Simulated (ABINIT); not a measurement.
**MgO (Fm-3m): a self-consistent loop beyond G0W0, cycle by cycle**

How far does self-consistency move the gap of MgO (Fm-3m)?

Main program and level: ABINIT 10.8.3; PBEsol and many-body steps on it, plane waves.

**The experiments to reproduce.**

- Gap 7.83 eV: literature experimental gap; bulk crystal (quoted in “Electronic structure of alkaline earth and post-transition metal oxides”, 2009, arxiv:0908.1581).

### 1. The starting structure

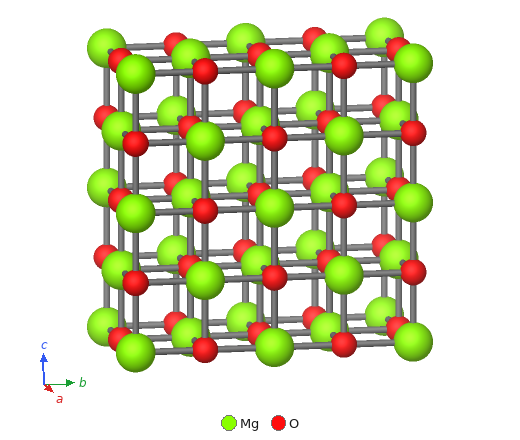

The cell as given, slightly off an axis (magnesium green, oxygen red). 1×2×2 cells are drawn. This picture shows the conventional cell, with its axes. Some periodic images of atoms are drawn too.

The cell and positions are those that the Materials Project relaxed with its own functionals (PBE, PBE+U or r2SCAN), kept fixed.

### 2. Empty states on the mesh, 6×6×6 mesh, 104 bands

This step: ABINIT 10.8.3; DFT, PBEsol, plane waves, norm-conserving pseudopotentials.

The sums over transitions need many empty states on a uniform mesh; this step solves for them.

run.abi reads:

```
acell 3*1.0 Angstrom
rprim 
  -0.000000000000 2.097001392700 2.097001392700
  2.097001392700 -0.000000000000 2.097001392700
  2.097001392700 2.097001392700 -0.000000000000
ntypat 2
znucl 12 8
natom 2
typat 1 2
xred 
  0.000000000000 0.000000000000 0.000000000000
  0.500000000000 0.500000000000 0.500000000000
pp_dirpath "pseudos"
pseudos "Mg.upf, O.upf"
ecut 38
ngkpt 6 6 6
nshiftk 1
shiftk 0 0 0
kptopt 1
chksymbreak 0
irdden 1
istwfk *1
nband 104
prtvol 0
optdriver 6
gwr_task "HDIAGO"
paral_kgb 0
occopt 1
indata_prefix "in"
outdata_prefix "out"
tmpdata_prefix "tmp"
```

Command:

```bash
> OMP_NUM_THREADS=1 mpirun -n 4 abinit run.abi > log
```

The log of the run:

```text
.Version 10.8.3 of ABINIT. v10.8.2 released Aug 2026.

 Symmetries : space group Fm -3 m (#225); Bravais cF (face-center cubic)
[... echo of the input left out ...]
== DATASET  1 ==================================================================
-   mpi_nproc: 4, omp_nthreads: 1 (-1 if OMP is not activated)

--- !DatasetInfo
iteration_state: {dtset: 1, }
dimensions: {natom: 2, nkpt: 16, mband: 104, nsppol: 1, nspinor: 1, nspden: 1, mpw: 1411, }
cutoff_energies: {ecut:  38.0, pawecutdg:  -1.0, }
[...]
Direct band gap semiconductor
 Fundamental gap:     4.791 (eV)
   VBM:     4.726 (eV) at k: [ 0.0000E+00,  0.0000E+00,  0.0000E+00]
   CBM:     9.517 (eV) at k: [ 0.0000E+00,  0.0000E+00,  0.0000E+00]
 Direct gap:         4.791 (eV) at k: [ 0.0000E+00,  0.0000E+00,  0.0000E+00]

== END DATASET(S) ==============================================================
================================================================================

 -outvars: echo values of variables after computation  --------
           etotal      0.0000000000E+00
            nband         104
             nkpt          16
          spgroup         225
 [... the other variables as echoed above ...]

 Calculation completed.
```

Elapsed: 12 s, on 4 MPI ranks of Arm Neoverse V1, shared host; peak memory 0.7 GiB.

Numbers from this step:

```yaml
gap: 4.791 eV
k_of_the_valence_top: 0, 0, 0
k_of_the_conduction_bottom: 0, 0, 0
least_direct_gap: 4.791 eV
k_points_computed: 16
lowest_point_of_the_top_converged_band_above_the_valence_top: 150.5392 eV
```

On this mesh the gap is 4.791 eV.

The density comes from a self-consistent run that is not shown.

### 3. Screening, 6×6×6 mesh, 96 bands, screening to 244.9 eV

The RPA dielectric matrix is built and inverted for each q.

This step: RPA screening on PBEsol, plane waves, norm-conserving pseudopotentials.

Edit run.abi of step 2 so:

```diff
@@ -20,10 +20,11 @@
 chksymbreak 0
-irdden 1
 istwfk *1
-nband 104
-prtvol 0
-optdriver 6
-gwr_task "HDIAGO"
-paral_kgb 0
 occopt 1
+irdwfk 1
+optdriver 3
+nband 96
+ecuteps 9
+inclvkb 2
+awtr 1
+symchi 1
 indata_prefix "in"
```

The log of the run:

```text
.Version 10.8.3 of ABINIT. v10.8.2 released Aug 2026.

 Symmetries : space group Fm -3 m (#225); Bravais cF (face-center cubic)
[... echo of the input left out ...]
== DATASET  1 ==================================================================
-   mpi_nproc: 4, omp_nthreads: 1 (-1 if OMP is not activated)

--- !DatasetInfo
iteration_state: {dtset: 1, }
dimensions: {natom: 2, nkpt: 16, mband: 96, nsppol: 1, nspinor: 1, nspden: 1, mpw: 1411, }
cutoff_energies: {ecut:  38.0, pawecutdg:  -1.0, }
electrons: {nelect:   1.60000000E+01, charge:   0.00000000E+00, occopt:   1.00000000E+00, tsmear:   1.00000000E-02, }

 SCREENING: Calculation of the susceptibility and dielectric matrices

 Based on a program developped by R.W. Godby, V. Olevano, G. Onida, and L. Reining.
 Incorporated in ABINIT by V. Olevano, G.-M. Rignanese, and M. Torrent.
.Using double precision arithmetic ; gwpc =  8

[... cell and pseudopotentials left out ...]
--------------------------------------------------------------------------------

 ==== K-mesh for the wavefunctions ====
 Number of points in the irreducible wedge :    16
[... list of points left out ...]
 Together with 48 symmetry operations and time-reversal symmetry
 yields   216 points in the full Brillouin Zone.

 ==== Q-mesh for the screening function ====
 Number of points in the irreducible wedge :    16
[... list of points left out ...]
 Together with 48 symmetry operations and time-reversal symmetry
 yields   216 points in the full Brillouin Zone.

 setmesh: FFT mesh size selected  =    24x   24x   24
          total number of points  =        13824

 vcoul_init : cutoff-mode = AUXILIARY_FUNCTION
 q-points for optical limit:   1
     1)      0.000010    0.000020    0.000030

- screening: taking advantage of time-reversal symmetry
- Maximum band index for partially occupied states nbvw = 8
- Remaining bands to be divided among processors   nbcw = 88
- Number of bands treated by each node ~22

 Number of electrons calculated from density =   16.0000; Expected =   16.0000
 average of density, n =  0.128557
 r_s =    1.2291
 omega_plasma =   34.5863 [eV]

 calculating chi0 at frequencies [eV] :
  1    0.000000E+00    0.000000E+00
  2    0.000000E+00    3.458631E+01

--------------------------------------------------------------------------------
  q-point number  1        q = ( 0.000000, 0.000000, 0.000000) [r.l.u.]
--------------------------------------------------------------------------------
[... chi0 elements left out ...]
 For q-point:  0.000010 0.000020 0.000030
  dielectric constant =   3.0764
  dielectric constant without local fields =   3.3003

  Average fulfillment of the sum rule on Im[epsilon] for q-point    1 :     71.98  [%]
[... wings left out ...]
  q-point number  2        q = ( 0.166667, 0.000000, 0.000000) [r.l.u.]
--------------------------------------------------------------------------------
[... chi0 elements left out ...]
  Average fulfillment of the sum rule on Im[epsilon] for q-point    2 :     86.63  [%]

 [... 14 further q-points ...]
```

Elapsed: 74 s, on 4 MPI ranks; peak memory 0.78 GiB.

This step gave:

```yaml
eps_infinity_with_local_fields_on_this_mesh_along_the_program_s_q_direction: 3.076
the_same_without_local_fields: 3.300
plasma_frequency: 34.59 eV
plane_waves_in_the_screening_matrix: 169
```

Local fields lower ε∞ by 7 %.

### 4. G0W0

The self-energy is evaluated for the states that the input lists, and the levels follow from it, in one-shot runs by the linearised quasiparticle equation.

This step: G0W0 on PBEsol, plane waves, norm-conserving pseudopotentials.

Edit run.abi of step 3 so:

```diff
@@ -23,8 +23,19 @@
 irdwfk 1
-optdriver 3
+optdriver 4
 nband 96
+gwcalctyp 0
+ecutsigx 38
+symsigma 1
+nkptgw 3
+kptgw 
+  0.0000000000 0.0000000000 0.0000000000
+  0.5000000000 0.0000000000 0.0000000000
+  0.5000000000 0.5000000000 0.0000000000
+bdgw 
+  6 12
+  7 10
+  7 10
 ecuteps 9
-inclvkb 2
-awtr 1
-symchi 1
+irdscr 1
+ppmodel 1
 indata_prefix "in"
```

The log of the run:

```text
.Version 10.8.3 of ABINIT. v10.8.2 released Aug 2026.

 Symmetries : space group Fm -3 m (#225); Bravais cF (face-center cubic)
[... echo of the input left out ...]
== DATASET  1 ==================================================================
-   mpi_nproc: 4, omp_nthreads: 1 (-1 if OMP is not activated)

--- !DatasetInfo
iteration_state: {dtset: 1, }
dimensions: {natom: 2, nkpt: 16, mband: 96, nsppol: 1, nspinor: 1, nspden: 1, mpw: 1411, }
cutoff_energies: {ecut:  38.0, pawecutdg:  -1.0, }
electrons: {nelect:   1.60000000E+01, charge:   0.00000000E+00, occopt:   1.00000000E+00, tsmear:   1.00000000E-02, }

 SIGMA: Calculation of the GW corrections

 Based on a program developped by R.W. Godby, V. Olevano, G. Onida, and L. Reining.
 Incorporated in ABINIT by V. Olevano, G.-M. Rignanese, and M. Torrent.
.Using double precision arithmetic ; gwpc =  8

[... cell and pseudopotentials left out ...]
--------------------------------------------------------------------------------

 ==== K-mesh for the wavefunctions ====
 Number of points in the irreducible wedge :    16
[... list of points left out ...]
 Together with 48 symmetry operations and time-reversal symmetry
 yields   216 points in the full Brillouin Zone.

 ==== Q-mesh for screening function ====
 Number of points in the irreducible wedge :    16
[... list of points left out ...]
 Together with 48 symmetry operations and time-reversal symmetry
 yields   216 points in the full Brillouin Zone.

 vcoul_init : cutoff-mode = AUXILIARY_FUNCTION
 q-points for optical limit:   1
     1)      0.000010    0.000020    0.000030
 setmesh: FFT mesh size selected  =    32x   32x   32
          total number of points  =        32768

 Number of electrons calculated from density =   16.0000; Expected =   16.0000
 average of density, n =  0.128557
 r_s =    1.2291
 omega_plasma =   34.5863 [eV]

 === KS Band Gaps ===
  >>>> For spin  1
   Minimum direct gap =   4.7906 [eV], located at k-point      :   0.0000  0.0000  0.0000
   Fundamental gap    =   4.7906 [eV], Top of valence bands at :   0.0000  0.0000  0.0000
                                       Bottom of conduction at :   0.0000  0.0000  0.0000
 SIGMA fundamental parameters:
 PLASMON POLE MODEL  1
 number of plane-waves for SigmaX                 1411
 number of plane-waves for SigmaC and W            169
 number of plane-waves for wavefunctions          1411
 number of bands                                    96
 number of independent spin polarizations            1
 number of spinorial components                      1
 number of k-points in IBZ                          16
 number of q-points in IBZ                          16
 number of symmetry operations                      48
 number of k-points in BZ                          216
 number of q-points in BZ                          216
 number of frequencies for dSigma/dE                 9
 frequency step for dSigma/dE [eV]                0.25
 number of omega for Sigma on real axis              0
 max omega for Sigma on real axis  [eV]           0.00
 zcut for avoiding poles [eV]                     0.10

 EPSILON^-1 parameters (SCR file):
 dimension of the eps^-1 matrix on file            169
 dimension of the eps^-1 matrix used               169
 number of plane-waves for wavefunctions          1411
 number of bands                                    96
 number of q-points in IBZ                          16
 number of frequencies                               2
 number of real frequencies                          1
 number of imag frequencies                          1

 matrix elements of self-energy operator (all in [eV])

 Perturbative Calculation

--- !SelfEnergy_ee
iteration_state: {dtset: 1, }
kpoint     : [   0.000,    0.000,    0.000, ]
spin       : 1
KS_gap     :    4.791
QP_gap     :    7.319
Delta_QP_KS:    2.528
data: !SigmaeeData |
     Band     E0 <VxcDFT>   SigX SigC(E0)      Z dSigC/dE  Sig(E)    E-E0       E
        6   4.726 -19.927 -25.545   3.764   0.806  -0.240 -21.422  -1.495   3.231
        7   4.726 -19.927 -25.545   3.764   0.806  -0.240 -21.422  -1.495   3.231
        8   4.726 -19.927 -25.545   3.764   0.806  -0.240 -21.422  -1.495   3.231
        9   9.517 -13.780  -9.032  -3.537   0.853  -0.172 -12.746   1.033  10.550
       10  20.587  -9.938  -3.748  -4.658   0.859  -0.164  -8.622   1.316  21.903
       11  20.587  -9.938  -3.748  -4.658   0.859  -0.164  -8.622   1.316  21.903
[...]
--- !SelfEnergy_ee
iteration_state: {dtset: 1, }
kpoint     : [   0.500,    0.000,    0.000, ]
spin       : 1
KS_gap     :    8.517
QP_gap     :   11.364
Delta_QP_KS:    2.847
data: !SigmaeeData |
     Band     E0 <VxcDFT>   SigX SigC(E0)      Z dSigC/dE  Sig(E)    E-E0       E
[...]
--- !SelfEnergy_ee
iteration_state: {dtset: 1, }
kpoint     : [   0.500,    0.500,    0.000, ]
spin       : 1
KS_gap     :   10.412
QP_gap     :   13.170
Delta_QP_KS:    2.758
data: !SigmaeeData |
     Band     E0 <VxcDFT>   SigX SigC(E0)      Z dSigC/dE  Sig(E)    E-E0       E
[...]
8   3.356 -18.635 -24.659   3.916   0.806  -0.241 -20.333  -1.698   1.658
        9  13.768  -9.271  -3.955  -4.102   0.872  -0.147  -8.212   1.060  14.828
       10  14.765 -12.311  -6.461  -4.342   0.866  -0.154 -11.005   1.306  16.071

== END DATASET(S) ==============================================================
================================================================================

 -outvars: echo values of variables after computation  --------
           etotal      0.0000000000E+00
            nband          96
             nkpt          16
          spgroup         225
 [... the other variables as echoed above ...]

 Calculation completed.
```

Run time: 15 s. Hardware: 4 MPI ranks; peak memory 0.82 GiB.

Numbers from this step:

- G0W0 gap on the points computed: 7.319 eV
- starting gap on the mesh: 4.791 eV
- k of the valence top: 0, 0, 0
- k of the conduction bottom: 0, 0, 0
- Z at the valence top: 0.806
- Z at the conduction bottom: 0.853
- least direct G0W0 gap on the computed points: 7.319 eV

The gap on the mesh goes from 4.79 eV to 7.32 eV, a correction of +2.53 eV.

### 5. evGW0, cycle 1

This step: evGW0 on PBEsol, plane waves, norm-conserving pseudopotentials.

Edit run.abi of step 4 so:

```diff
@@ -25,14 +25,40 @@
 nband 96
-gwcalctyp 0
+gwcalctyp 10
 ecutsigx 38
 symsigma 1
-nkptgw 3
+nkptgw 16
 kptgw 
   0.0000000000 0.0000000000 0.0000000000
+  0.1666666667 0.0000000000 0.0000000000
+  0.3333333333 0.0000000000 0.0000000000
   0.5000000000 0.0000000000 0.0000000000
+  0.1666666667 0.1666666667 0.0000000000
+  0.3333333333 0.1666666667 0.0000000000
+  0.5000000000 0.1666666667 0.0000000000
+  -0.3333333333 0.1666666667 0.0000000000
+  -0.1666666667 0.1666666667 0.0000000000
+  0.3333333333 0.3333333333 0.0000000000
+  0.5000000000 0.3333333333 0.0000000000
+  -0.3333333333 0.3333333333 0.0000000000
   0.5000000000 0.5000000000 0.0000000000
+  0.5000000000 0.3333333333 0.1666666667
+  -0.3333333333 0.3333333333 0.1666666667
+  -0.3333333333 0.5000000000 0.1666666667
 bdgw 
-  6 12
-  7 10
-  7 10
+  1 15
+  1 15
+  1 15
+  1 15
+  1 15
+  1 15
+  1 15
+  1 15
+  1 15
+  1 15
+  1 15
+  1 15
+  1 15
+  1 15
+  1 15
+  1 15
 ecuteps 9
```

The log of the run:

```text
.Version 10.8.3 of ABINIT. v10.8.2 released Aug 2026.

 Symmetries : space group Fm -3 m (#225); Bravais cF (face-center cubic)
[... echo of the input left out ...]
== DATASET  1 ==================================================================
-   mpi_nproc: 4, omp_nthreads: 1 (-1 if OMP is not activated)

--- !DatasetInfo
iteration_state: {dtset: 1, }
dimensions: {natom: 2, nkpt: 16, mband: 96, nsppol: 1, nspinor: 1, nspden: 1, mpw: 1411, }
cutoff_energies: {ecut:  38.0, pawecutdg:  -1.0, }
electrons: {nelect:   1.60000000E+01, charge:   0.00000000E+00, occopt:   1.00000000E+00, tsmear:   1.00000000E-02, }

 SIGMA: Calculation of the GW corrections

 Based on a program developped by R.W. Godby, V. Olevano, G. Onida, and L. Reining.
 Incorporated in ABINIT by V. Olevano, G.-M. Rignanese, and M. Torrent.
.Using double precision arithmetic ; gwpc =  8

[... cell and pseudopotentials left out ...]
--------------------------------------------------------------------------------

 ==== K-mesh for the wavefunctions ====
 Number of points in the irreducible wedge :    16
[... list of points left out ...]
 Together with 48 symmetry operations and time-reversal symmetry
 yields   216 points in the full Brillouin Zone.

 ==== Q-mesh for screening function ====
 Number of points in the irreducible wedge :    16
[... list of points left out ...]
 Together with 48 symmetry operations and time-reversal symmetry
 yields   216 points in the full Brillouin Zone.

 vcoul_init : cutoff-mode = AUXILIARY_FUNCTION
 q-points for optical limit:   1
     1)      0.000010    0.000020    0.000030
 setmesh: FFT mesh size selected  =    32x   32x   32
          total number of points  =        32768

 Number of electrons calculated from density =   16.0000; Expected =   16.0000
[...]
QP_gap     :   15.035
Delta_QP_KS:    3.200
data: !SigmaeeData |
     Band     E_DFT   <VxcDFT>   E(N-1)  <Hhartree>   SigX  SigC[E(N-1)]    Z     dSigC/dE  Sig[E(N)]  DeltaE  E(N)_pert E(N)_diago
[...]
--- !SelfEnergy_ee
iteration_state: {dtset: 1, }
kpoint     : [  -0.333,    0.500,    0.167, ]
spin       : 1
KS_gap     :   12.201
QP_gap     :   15.294
Delta_QP_KS:    3.093
data: !SigmaeeData |
     Band     E_DFT   <VxcDFT>   E(N-1)  <Hhartree>   SigX  SigC[E(N-1)]    Z     dSigC/dE  Sig[E(N)]  DeltaE  E(N)_pert E(N)_diago
[...]
14    29.540   -10.988    29.540    40.528    -3.490    -5.710     0.818    -0.223    -9.526     1.463    31.003    31.329
       15    31.330   -12.867    31.330    44.197    -5.061    -5.841     0.803    -0.245   -11.288     1.578    32.908    33.295

 New Fermi energy :        2.498923E-01 Ha ,    6.799916E+00 eV
 New Exchange energy :    -1.098249E+01 Ha ,   -2.988489E+02 eV

 === QP Band Gaps ===
  >>>> For spin  1
   Minimum direct gap =   7.8554 [eV], located at k-point      :   0.0000  0.0000  0.0000
   Fundamental gap    =   7.8554 [eV], Top of valence bands at :   0.0000  0.0000  0.0000
                                       Bottom of conduction at :   0.0000  0.0000  0.0000

 writing QP data on file : out_QPS

 Convergence of QP corrections
 >>>>> For spin  1 <<<<<
.  kptgw no:  1; Maximum DeltaE = (   9.469   5.112) for band index:  1
.  kptgw no:  2; Maximum DeltaE = (  10.163   5.600) for band index:  1
.  kptgw no:  3; Maximum DeltaE = (  12.021   5.127) for band index:  1
[...]
.  kptgw no: 15; Maximum DeltaE = (  15.503   5.382) for band index:  1
.  kptgw no: 16; Maximum DeltaE = (  15.881   5.454) for band index:  1

== END DATASET(S) ==============================================================
================================================================================

 -outvars: echo values of variables after computation  --------
           etotal      0.0000000000E+00
            nband          96
             nkpt          16
          spgroup         225
 [... the other variables as echoed above ...]

 Calculation completed.
```

The job ended after 12 min (4 MPI ranks; peak memory 1.1 GiB).

Numbers from this step:

```
quasiparticle gap on the mesh                         : 7.856 eV
gap of the density functional on the mesh             : 4.791 eV
k of the valence top                                  : 0, 0, 0
k of the conduction bottom                            : 0, 0, 0
Z at the valence top                                  : 0.806
Z at the conduction bottom                            : 0.853
least direct quasiparticle gap on the computed points : 7.856 eV
```

Against G0W0 in ABINIT (6×6×6 mesh, 96 bands, screening to 244.9 eV, Godby-Needs plasmon pole), the gap moves by +0.537 eV. This first cycle still uses the starting levels; it takes the full correction, at all points of the mesh, and its linearised value is 7.319 eV.

### 6. evGW0, cycle 2

The corrected levels of the last cycle go back in.

Edit run.abi of step 5 so:

```diff
@@ -66,2 +66,3 @@
 ppmodel 1
+irdqps 1
 indata_prefix "in"
```

The log of the run:

```text
.Version 10.8.3 of ABINIT. v10.8.2 released Aug 2026.

 Symmetries : space group Fm -3 m (#225); Bravais cF (face-center cubic)
[... echo of the input left out ...]
== DATASET  1 ==================================================================
-   mpi_nproc: 4, omp_nthreads: 1 (-1 if OMP is not activated)

--- !DatasetInfo
iteration_state: {dtset: 1, }
dimensions: {natom: 2, nkpt: 16, mband: 96, nsppol: 1, nspinor: 1, nspden: 1, mpw: 1411, }
cutoff_energies: {ecut:  38.0, pawecutdg:  -1.0, }
[...]
.  kptgw no:  3; Maximum DeltaE = (  -7.852   1.521) for band index:  1
[...]
.  kptgw no: 15; Maximum DeltaE = (  -1.931  -0.879) for band index:  1
.  kptgw no: 16; Maximum DeltaE = (  -2.092  -1.101) for band index:  1

== END DATASET(S) ==============================================================
================================================================================

 -outvars: echo values of variables after computation  --------
           etotal      0.0000000000E+00
            nband          96
             nkpt          16
          spgroup         225
 [... the other variables as echoed above ...]

 Calculation completed.
```

It took 12 min on 4 MPI ranks; peak memory 1.1 GiB.

Numbers from this step:

| Property | Result |
| --- | --- |
| quasiparticle gap on the mesh | 7.710 eV |
| gap of the density functional on the mesh | 4.791 eV |
| k of the valence top | 0, 0, 0 |
| k of the conduction bottom | 0, 0, 0 |
| least direct quasiparticle gap on the computed points | 7.710 eV |

Against the cycle before, the gap moves by −0.146 eV.

[end of part 1 of 3]

[Paths, hosts, dates, memory and timing lines, banners, echoed tables and standing remarks are left out of the program output.]

[Logs are printed without paths, hosts, clocks, repeated set-up lines and the standing remarks that a program may print on its own settings, such as how far it seeks lower states.]

[Runs of the session that timed out or met a known fault of the program may be left out.]

[Hosts, paths, dates, database ids (printed as entryN), source tags and the programs' standing remarks are cut or masked in the printed files.]

[G0W0 gaps are taken among the corrected bands and points alone; a level outside them can change the order at an edge.]

[Where Ansatz stands beside ABINIT at settings called matched, ABINIT's density can come from a denser mesh and the files from another edition; pairs whose starting gaps differed by over 0.03 eV were left out, so agreement reads better than it is.]
